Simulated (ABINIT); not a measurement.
# CaInCl3 (Pm-3m): modes at Γ and the response to a field

Aim: the zone-centre modes of CaInCl3 (Pm-3m).

Calculated with ABINIT 10.8.3; DFT LDA, scalar-relativistic, plane waves, PseudoDojo norm-conserving pseudopotentials.

The structure was built from a prototype and need not be the compound's stable phase.

### Step 1. The structure

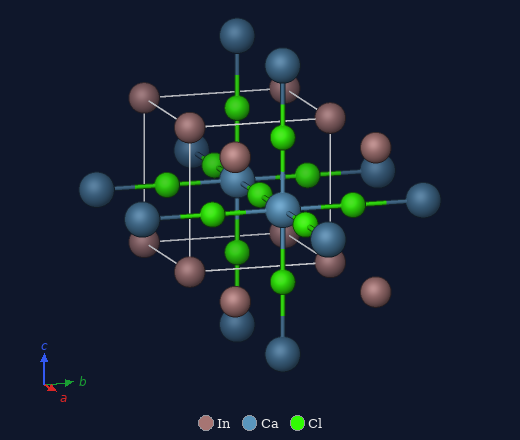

The cell as given, slightly off an axis (indium brown, calcium blue, chlorine green). 2×1×1 cells are drawn. Some periodic images of atoms are drawn too.

### Step 2. A probe with smearing

A first run with smearing and empty bands tells whether the crystal has a gap, which decides between fixed occupations and smearing later on.

probe.abi

```
# ground state
tolvrs 1.0d-08
prtden 1
prtwf 1

# basis, mesh and filling
ecut 31.0
ngkpt 4 4 4
nshiftk 1
shiftk 0.0 0.0 0.0
istwfk *1
occopt 7
tsmear 0.005
nband 31
nstep 100
diemac 9.0
prtebands 0
prtgsr 0
useylm 1

# cell and atoms
acell 10.4078556 10.4078556 10.4078556
rprim 
    1.0 0.0 0.0
    0.0 1.0 0.0
    0.0 0.0 1.0
ntypat 3
znucl 49 20 17
natom 5
typat 1 2 3 3 3
xred 
    0.0 0.0 0.0
    0.5 0.5 0.5
    0.5 0.5 0.0
    0.5 0.0 0.5
    0.0 0.5 0.5
pp_dirpath "./pseudo"
pseudos "In.upf, Ca.upf, Cl.upf"
```

Command:

```bash
OMP_NUM_THREADS=1 mpirun -n 4 abinit probe.abi > probe.log
```

Numbers of over 12 decimals in the logs are rounded to 6 here.

probe.abo, the main output file:

```text
[banners, grids, parts of the stress and lines that vanish by symmetry left out]
- input  file    -> probe.abi
- output file    -> probe.abo
- root for input  files -> probei
[...]
Symmetries : space group Pm -3 m (#221); Bravais cP (primitive cubic)
[...]
mpw =        9332          nfft =      157464          nkpt =          10
[...]
== DATASET  1 ==================================================================
[...]
cutoff_energies: {ecut:  31.0, pawecutdg:  -1.0, }
[...]
ETOT  1  -153.46589073331    -1.535E+02 4.569E-01 1.134E+03
 ETOT  2  -154.37010528894    -9.042E-01 4.142E-02 1.788E+02
 ETOT  3  -154.41410533775    -4.400E-02 6.947E-03 3.555E+00
 ETOT  4  -154.41448197420    -3.766E-04 1.360E-02 8.394E-01
 ETOT  5  -154.41454786821    -6.589E-05 6.260E-03 1.768E-01
[...]
ETOT  9  -154.41456206814    -2.502E-10 4.209E-04 1.006E-06
 ETOT 10  -154.41456206822    -8.760E-11 4.841E-04 6.401E-09
 At SCF step   10       vres2   =  6.40E-09 < tolvrs=  1.00E-08 =>converged.
[...]
sigma(1 1)=  1.48206273E-04  sigma(3 2)=  0.00000000E+00
  sigma(2 2)=  1.48206273E-04  sigma(3 1)=  0.00000000E+00
  sigma(3 3)=  1.48206273E-04  sigma(2 1)=  0.00000000E+00
[...]
convergence: {deltae: -8.760E-11, res2:  6.401E-09, residm:  4.841E-04, diffor: null, }
etotal    :  -1.54414562E+02
[...]
sigma(1 1)=  1.48206273E-04  sigma(3 2)=  0.00000000E+00
  sigma(2 2)=  1.48206273E-04  sigma(3 1)=  0.00000000E+00
  sigma(3 3)=  1.48206273E-04  sigma(2 1)=  0.00000000E+00
[...]
- sigma(1 1)=  4.36037908E+00  sigma(3 2)=  0.00000000E+00
- sigma(2 2)=  4.36037908E+00  sigma(3 1)=  0.00000000E+00
- sigma(3 3)=  4.36037908E+00  sigma(2 1)=  0.00000000E+00
[...]
fcart     -0.0000000000E+00 -0.0000000000E+00 -0.0000000000E+00
           strten      1.4820627254E-04  1.4820627254E-04  1.4820627254E-04
================================================================================

[key lines of the parts left out:]
pressure_GPa:  -4.3604E+00
```

Run time: 34 s. Hardware: 4 MPI ranks of Arm Neoverse V2, shared host.

Numbers from this step:

| Quantity | Value |
| --- | --- |
| volume per atom | 33.41 Å³ |
| pressure | -4.360 GPa |
| gap on the k-mesh | 3.466 eV |

A gap of 3.5 eV opens on this mesh, so the crystal is taken as an insulator; the printed pressure holds the stress of the finite basis too.

### Step 3. Rough relaxation

The typed start is rough, so a first relaxation with smearing and loose thresholds takes it towards rest cheaply.

prerelax.abi

```
# relaxation
ionmov 2
optcell 2
dilatmx 1.15
chkdilatmx 0
ntime 40
tolmxf 3.0d-04
tolvrs 1.0d-10
prtwf 0
prtden 0
chksymtnons 0

# basis, mesh and filling
ecut 32.0
ecutsm 3.0
ngkpt 4 4 4
nshiftk 1
shiftk 0.0 0.0 0.0
istwfk *1
occopt 7
tsmear 0.005
nband 31
nstep 100
diemac 9.0
prtebands 0
prtgsr 0
useylm 1

# cell and atoms
acell 10.4078556 10.4078556 10.4078556
rprim 
    1.0 0.0 0.0
    0.0 1.0 0.0
    0.0 0.0 1.0
ntypat 3
znucl 49 20 17
natom 5
typat 1 2 3 3 3
xred 
    0.0 0.0 0.0
    0.5 0.5 0.5
    0.5 0.5 0.0
    0.5 0.0 0.5
    0.0 0.5 0.5
pp_dirpath "./pseudo"
pseudos "In.upf, Ca.upf, Cl.upf"
```

Command:

```bash
OMP_NUM_THREADS=1 mpirun -n 4 abinit prerelax.abi > prerelax.log
```

prerelax.abo, the main output file:

```text
[banners, grids, parts of the stress and lines that vanish by symmetry left out]
- input  file    -> prerelax.abi
- output file    -> prerelax.abo
- root for input  files -> prerelaxi
[...]
Symmetries : space group Pm -3 m (#221); Bravais cP (primitive cubic)
[...]
mpw =       14868          nfft =      262144          nkpt =          10
[...]
== DATASET  1 ==================================================================
[...]
cutoff_energies: {ecut:  32.0, pawecutdg:  -1.0, }
[...]
ETOT  1  -153.47438497772    -1.535E+02 3.805E-01 1.950E+03
 ETOT  2  -154.36963020795    -8.952E-01 9.926E-02 3.026E+02
 ETOT  3  -154.41389844128    -4.427E-02 2.747E-02 5.238E+00
 ETOT  4  -154.41427941420    -3.810E-04 5.075E-03 1.168E+00
 ETOT  5  -154.41433874660    -5.933E-05 2.004E-03 2.456E-01
[...]
At SCF step   11       vres2   =  9.88E-11 < tolvrs=  1.00E-10 =>converged.
[...]
ETOT 10  -154.43037362599     2.842E-12 1.652E-04 3.056E-11
 At SCF step   10       vres2   =  3.06E-11 < tolvrs=  1.00E-10 =>converged.
[...]
sigma(1 1)=  1.94476142E-06  sigma(3 2)=  0.00000000E+00
  sigma(2 2)=  1.94476142E-06  sigma(3 1)=  0.00000000E+00
  sigma(3 3)=  1.94476142E-06  sigma(2 1)=  0.00000000E+00
[...]
convergence: {deltae:  2.842E-12, res2:  3.056E-11, residm:  1.652E-04, diffor: null, }
etotal    :  -1.54430374E+02
[...]
At Broyd/MD step   5, gradients are converged :
[...]
sigma(1 1)=  1.94476142E-06  sigma(3 2)=  0.00000000E+00
  sigma(2 2)=  1.94476142E-06  sigma(3 1)=  0.00000000E+00
  sigma(3 3)=  1.94476142E-06  sigma(2 1)=  0.00000000E+00
[...]
- sigma(1 1)=  5.72168563E-02  sigma(3 2)=  0.00000000E+00
- sigma(2 2)=  5.72168563E-02  sigma(3 1)=  0.00000000E+00
- sigma(3 3)=  5.72168563E-02  sigma(2 1)=  0.00000000E+00
[...]
fcart     -0.0000000000E+00 -0.0000000000E+00 -0.0000000000E+00
           strten      1.9447614177E-06  1.9447614177E-06  1.9447614177E-06
================================================================================

[key lines of the parts left out:]
pressure_GPa:  -5.7217E-02
Total energy (etotal) [Ha]= -1.54430373625989E+02
```

The job ended after 4.1 min (4 MPI ranks; 16 min of CPU time).

The steps of the relaxation:

```tsv
step	energy less that of the first step (eV)	largest force (eV/Å)	volume (Å³)
1	0.0000	0.0000	167.07
2	-0.0538	0.0000	164.95
3	-0.3689	0.0000	130.08
4	-0.4314	0.0000	141.34
5	-0.4360	0.0000	139.07
```

```tsv
conventional cell, symmetrised	before	after	change
a (Å)	5.508	5.181	-5.9 %
b (Å)	5.508	5.181	-5.9 %
c (Å)	5.508	5.181	-5.9 %
volume (Å³/atom)	33.41	27.81	-16.8 %
```

The relaxed structure:

```xyz
5
Lattice="5.1810 0.0000 0.0000 0.0000 5.1810 0.0000 0.0000 0.0000 5.1810" Properties=species:S:1:pos:R:3 pbc="T T T"
In    0.0000    0.0000    0.0000
Ca    2.5905    2.5905    2.5905
Cl    2.5905    2.5905    0.0000
Cl    2.5905    0.0000    2.5905
Cl    0.0000    2.5905    2.5905
```

Read from the output:

```yaml
volume_per_atom: 27.81 Å³
pressure: -0.05722 GPa
gap_on_the_k_mesh: 3.439 eV
```

The volume changes by -16.8 % in this run and stands -16.8 % from the first cell.

### Step 4. Rough relaxation

The cell changed much, so the rough relaxation is repeated on a basis made for the new cell.

prerelax.abi: that of step 3 with these lines changed.

```diff
@@ -29,3 +29,3 @@
 # cell and atoms
-acell 10.4078556 10.4078556 10.4078556
+acell 9.790598851 9.790598851 9.790598851
 rprim
```

prerelax.abo, the main output file:

```text
[banners, grids, parts of the stress and lines that vanish by symmetry left out]
- input  file    -> prerelax.abi
- output file    -> prerelax.abo
- root for input  files -> prerelaxi
[...]
Symmetries : space group Pm -3 m (#221); Bravais cP (primitive cubic)
[...]
mpw =       12408          nfft =      216000          nkpt =          10
[...]
== DATASET  1 ==================================================================
[...]
cutoff_energies: {ecut:  32.0, pawecutdg:  -1.0, }
[...]
ETOT  1  -153.71640482703    -1.537E+02 3.763E-01 1.230E+03
 ETOT  2  -154.40735854008    -6.910E-01 2.118E-02 1.425E+02
 ETOT  3  -154.42973993109    -2.238E-02 4.475E-02 1.092E+01
 ETOT  4  -154.43031343472    -5.735E-04 3.766E-03 1.137E+00
 ETOT  5  -154.43036629654    -5.286E-05 2.820E-03 9.797E-02
[...]
ETOT 10  -154.43037360812    -2.052E-11 6.824E-04 5.338E-10
 ETOT 11  -154.43037360812     6.452E-12 3.240E-04 1.699E-12
 At SCF step   11       vres2   =  1.70E-12 < tolvrs=  1.00E-10 =>converged.
[...]
sigma(1 1)=  1.94465173E-06  sigma(3 2)=  0.00000000E+00
  sigma(2 2)=  1.94465173E-06  sigma(3 1)=  0.00000000E+00
  sigma(3 3)=  1.94465173E-06  sigma(2 1)=  0.00000000E+00
[...]
convergence: {deltae:  6.452E-12, res2:  1.699E-12, residm:  3.240E-04, diffor: null, }
etotal    :  -1.54430374E+02
[...]
At Broyd/MD step   1, gradients are converged :
[...]
sigma(1 1)=  1.94465173E-06  sigma(3 2)=  0.00000000E+00
  sigma(2 2)=  1.94465173E-06  sigma(3 1)=  0.00000000E+00
  sigma(3 3)=  1.94465173E-06  sigma(2 1)=  0.00000000E+00
[...]
- sigma(1 1)=  5.72136292E-02  sigma(3 2)=  0.00000000E+00
- sigma(2 2)=  5.72136292E-02  sigma(3 1)=  0.00000000E+00
- sigma(3 3)=  5.72136292E-02  sigma(2 1)=  0.00000000E+00
[...]
fcart     -0.0000000000E+00 -0.0000000000E+00 -0.0000000000E+00
           strten      1.9446517313E-06  1.9446517313E-06  1.9446517313E-06
================================================================================

[key lines of the parts left out:]
pressure_GPa:  -5.7214E-02
Total energy (etotal) [Ha]= -1.54430373608116E+02
```

Wall time 48 s (4 MPI ranks); 3.2 min of CPU time.

Little changed from the start: no atom moved by 0.005 Å and no cell edge by 0.1 %.

Numbers from this step:

| Property | Result |
| --- | --- |
| pressure | -0.05721 GPa |

The volume changes by +0.0 % in this run and stands -16.8 % from the first cell.

### Step 5. Relaxation

The harmonic expansion needs vanishing forces, and a free crystal bears no stress, so cell and atoms are brought to rest. Stress is more sensitive to the basis than forces are: the last 3 Ha under the cutoff are smoothed with ecutsm, and the cutoff is raised above that of the later runs.

relax.abi, as its differences from prerelax.abi of step 4:

```diff
@@ -3,7 +3,6 @@
 optcell 2
-dilatmx 1.15
-chkdilatmx 0
+dilatmx 1.08
 ntime 40
-tolmxf 3.0d-04
-tolvrs 1.0d-10
+tolmxf 1.0d-05
+tolvrs 1.0d-14
 prtwf 0
@@ -13,3 +12,3 @@
 # basis, mesh and filling
-ecut 32.0
+ecut 39.0
 ecutsm 3.0
@@ -19,5 +18,4 @@
 istwfk *1
-occopt 7
-tsmear 0.005
-nband 31
+occopt 1
+nband 22
 nstep 100
```

Command:

```bash
OMP_NUM_THREADS=1 mpirun -n 4 abinit relax.abi > relax.log
```

relax.abo, the main output file:

```text
[banners, grids, parts of the stress and lines that vanish by symmetry left out]
- input  file    -> relax.abi
- output file    -> relax.abo
- root for input  files -> relaxi
[...]
Symmetries : space group Pm -3 m (#221); Bravais cP (primitive cubic)
[...]
mpw =       13802          nfft =      216000          nkpt =          10
[...]
== DATASET  1 ==================================================================
[...]
cutoff_energies: {ecut:  39.0, pawecutdg:  -1.0, }
[...]
ETOT  1  -149.06866670560    -1.491E+02 4.210E-01 1.950E+04
 ETOT  2  -149.57918045973    -5.105E-01 1.765E-01 4.736E+04
 ETOT  3  -153.89331712896    -4.314E+00 2.071E-01 2.882E+03
 ETOT  4  -154.29476215879    -4.014E-01 1.140E-01 8.794E+02
 ETOT  5  -154.27084024490     2.392E-02 2.296E-03 9.615E+02
[...]
At SCF step   24       vres2   =  2.73E-16 < tolvrs=  1.00E-14 =>converged.
[...]
sigma(1 1)=  1.94533986E-06  sigma(3 2)=  0.00000000E+00
  sigma(2 2)=  1.94533986E-06  sigma(3 1)=  0.00000000E+00
  sigma(3 3)=  1.94533986E-06  sigma(2 1)=  0.00000000E+00
[...]
convergence: {deltae:  1.165E-12, res2:  2.728E-16, residm:  4.220E-20, diffor: null, }
etotal    :  -1.54431020E+02
[...]
ETOT  1  -154.43102021774    -1.544E+02 3.706E-10 6.001E-03
[...]
At SCF step   12       vres2   =  4.18E-16 < tolvrs=  1.00E-14 =>converged.
[...]
sigma(1 1)=  1.74149203E-06  sigma(3 2)=  0.00000000E+00
  sigma(2 2)=  1.74149203E-06  sigma(3 1)=  0.00000000E+00
  sigma(3 3)=  1.74149203E-06  sigma(2 1)=  0.00000000E+00
[...]
convergence: {deltae:  1.990E-13, res2:  4.180E-16, residm:  5.088E-19, diffor: null, }
etotal    :  -1.54431021E+02
[...]
ETOT  1  -154.43098855253    -1.544E+02 2.444E-07 4.367E-01
[...]
ETOT 14  -154.43102189529     6.281E-12 3.949E-19 8.241E-14
 ETOT 15  -154.43102189530    -6.111E-12 1.868E-19 7.834E-15
 At SCF step   15       vres2   =  7.83E-15 < tolvrs=  1.00E-14 =>converged.
[...]
sigma(1 1)= -4.35900265E-09  sigma(3 2)=  0.00000000E+00
  sigma(2 2)= -4.35900265E-09  sigma(3 1)=  0.00000000E+00
  sigma(3 3)= -4.35900265E-09  sigma(2 1)=  0.00000000E+00
[...]
convergence: {deltae: -6.111E-12, res2:  7.834E-15, residm:  1.868E-19, diffor: null, }
etotal    :  -1.54431022E+02
[...]
At Broyd/MD step   3, gradients are converged :
[...]
sigma(1 1)= -4.35900265E-09  sigma(3 2)=  0.00000000E+00
  sigma(2 2)= -4.35900265E-09  sigma(3 1)=  0.00000000E+00
  sigma(3 3)= -4.35900265E-09  sigma(2 1)=  0.00000000E+00
[...]
- sigma(1 1)= -1.28246286E-04  sigma(3 2)=  0.00000000E+00
- sigma(2 2)= -1.28246286E-04  sigma(3 1)=  0.00000000E+00
- sigma(3 3)= -1.28246286E-04  sigma(2 1)=  0.00000000E+00
[...]
fcart     -0.0000000000E+00 -0.0000000000E+00 -0.0000000000E+00
           strten     -4.3590026536E-09 -4.3590026510E-09 -4.3590026541E-09
================================================================================

[key lines of the parts left out:]
pressure_GPa:   1.2825E-04
Total energy (etotal) [Ha]= -1.54431021895300E+02
```

Elapsed: 2.3 min, on 4 MPI ranks; 9.3 min of CPU time.

Little changed from the start: no atom moved by 0.005 Å and no cell edge by 0.1 %.

Read from the output:

| Quantity | Value |
| --- | --- |
| volume per atom | 27.77 Å³ |
| pressure | 1.28e-4 GPa |

The volume changes by -0.2 % in this run and stands -16.9 % from the first cell.

### Step 6. Ground state

The response is built on these wavefunctions, so the potential is converged far more tightly than an energy would need. The mesh is shifted off Γ, since shifted meshes converge sums over the zone faster.

gs.abi

```
# ground state
tolvrs 1.0d-16
prtden 1
prtwf 1

# basis, mesh and filling
ecut 31.0
ngkpt 4 4 4
nshiftk 1
shiftk 0.5 0.5 0.5
istwfk *1
occopt 1
nband 22
nstep 100
diemac 9.0
prtebands 0
prtgsr 0
useylm 1

# cell and atoms
acell 9.785154247 9.785154247 9.785154247
rprim 
    1.0 0.0 0.0
    0.0 1.0 0.0
    0.0 0.0 1.0
ntypat 3
znucl 49 20 17
natom 5
typat 1 2 3 3 3
xred 
    0.0 0.0 0.0
    0.5 0.5 0.5
    0.5 0.5 0.0
    0.5 0.0 0.5
    0.0 0.5 0.5
pp_dirpath "./pseudo"
pseudos "In.upf, Ca.upf, Cl.upf"
```

Command:

```bash
OMP_NUM_THREADS=1 mpirun -n 4 abinit gs.abi > gs.log
```

gs.abo, the main output file:

```text
[banners, grids, parts of the stress and lines that vanish by symmetry left out]
- input  file    -> gs.abi
- output file    -> gs.abo
- root for input  files -> gsi
[...]
Symmetries : space group Pm -3 m (#221); Bravais cP (primitive cubic)
[...]
mpw =        7739          nfft =      125000          nkpt =           4
[...]
== DATASET  1 ==================================================================
[...]
cutoff_energies: {ecut:  31.0, pawecutdg:  -1.0, }
[...]
ETOT  1  -147.28696164153    -1.473E+02 3.798E-01 1.642E+04
 ETOT  2  -138.99186180113     8.295E+00 4.435E-01 7.103E+04
 ETOT  3  -153.05123996527    -1.406E+01 1.257E+00 3.591E+03
 ETOT  4  -154.32124012907    -1.270E+00 9.661E-02 3.478E+02
 ETOT  5  -154.32861680011    -7.377E-03 1.203E-03 3.806E+02
[...]
ETOT 23  -154.43063554563    -7.560E-12 3.096E-18 1.236E-15
 ETOT 24  -154.43063554561     1.492E-11 3.389E-19 6.952E-17
 At SCF step   24       vres2   =  6.95E-17 < tolvrs=  1.00E-16 =>converged.
[...]
sigma(1 1)=  8.44197670E-06  sigma(3 2)=  0.00000000E+00
  sigma(2 2)=  8.44197670E-06  sigma(3 1)=  0.00000000E+00
  sigma(3 3)=  8.44197670E-06  sigma(2 1)=  0.00000000E+00
[...]
convergence: {deltae:  1.492E-11, res2:  6.952E-17, residm:  3.389E-19, diffor: null, }
etotal    :  -1.54430636E+02
[...]
sigma(1 1)=  8.44197670E-06  sigma(3 2)=  0.00000000E+00
  sigma(2 2)=  8.44197670E-06  sigma(3 1)=  0.00000000E+00
  sigma(3 3)=  8.44197670E-06  sigma(2 1)=  0.00000000E+00
[...]
- sigma(1 1)=  2.48371530E-01  sigma(3 2)=  0.00000000E+00
- sigma(2 2)=  2.48371530E-01  sigma(3 1)=  0.00000000E+00
- sigma(3 3)=  2.48371530E-01  sigma(2 1)=  0.00000000E+00
[...]
fcart     -0.0000000000E+00 -0.0000000000E+00 -0.0000000000E+00
           strten      8.4419767032E-06  8.4419767032E-06  8.4419767032E-06
================================================================================

[key lines of the parts left out:]
pressure_GPa:  -2.4837E-01
```

It took 16 s on 4 MPI ranks.

This step gave:

```
pressure : -0.2484 GPa
```

The cell stands at -0.25 GPa: the relaxation ran with a smoothed and higher cutoff and on another k mesh.

### Step 7. The gap at rest

Empty bands on the ground state's density check that the gap assumed so far is there in this cell.

gap.abi

```
# empty bands on the ground state's density
iscf -2
getden_filepath "gso_DEN"
tolwfr 1.0d-12
nbdbuf 2
prtwf 0

# basis, mesh and filling
ecut 31.0
ngkpt 4 4 4
nshiftk 1
shiftk 0.0 0.0 0.0
istwfk *1
occopt 1
nband 26
nstep 100
diemac 9.0
prtebands 0
prtgsr 0
useylm 1

# cell and atoms
acell 9.785154247 9.785154247 9.785154247
rprim 
    1.0 0.0 0.0
    0.0 1.0 0.0
    0.0 0.0 1.0
ntypat 3
znucl 49 20 17
natom 5
typat 1 2 3 3 3
xred 
    0.0 0.0 0.0
    0.5 0.5 0.5
    0.5 0.5 0.0
    0.5 0.0 0.5
    0.0 0.5 0.5
pp_dirpath "./pseudo"
pseudos "In.upf, Ca.upf, Cl.upf"
```

Command:

```bash
OMP_NUM_THREADS=1 mpirun -n 4 abinit gap.abi > gap.log
```

gap.abo, the main output file:

```text
[banners, grids, parts of the stress and lines that vanish by symmetry left out]
- input  file    -> gap.abi
- output file    -> gap.abo
- root for input  files -> gapi
[...]
Symmetries : space group Pm -3 m (#221); Bravais cP (primitive cubic)
[...]
mpw =        7809          nfft =      125000          nkpt =          10
[...]
== DATASET  1 ==================================================================
[...]
cutoff_energies: {ecut:  31.0, pawecutdg:  -1.0, }
[...]
-outvars: echo values of variables after computation
            acell      9.7851542470E+00  9.7851542470E+00  9.7851542470E+00 Bohr
================================================================================
```

It took 31 s on 4 MPI ranks; 2 min of CPU time.

Numbers from this step:

- gap on the k-mesh: 3.437 eV

In this cell the gap on the mesh is 3.4 eV, direct, so fixed occupations hold.

[end of part 1 of 3]

[Host names and launcher messages were left out of these logs when they were recorded.]

[Logs are printed without paths, hosts, clocks, repeated set-up lines and the standing remarks that a program may print on its own settings, such as how far it seeks lower states.]

[Hosts, paths, dates, database ids (printed as entryN), source tags and the programs' standing remarks are cut or masked in the printed files.]
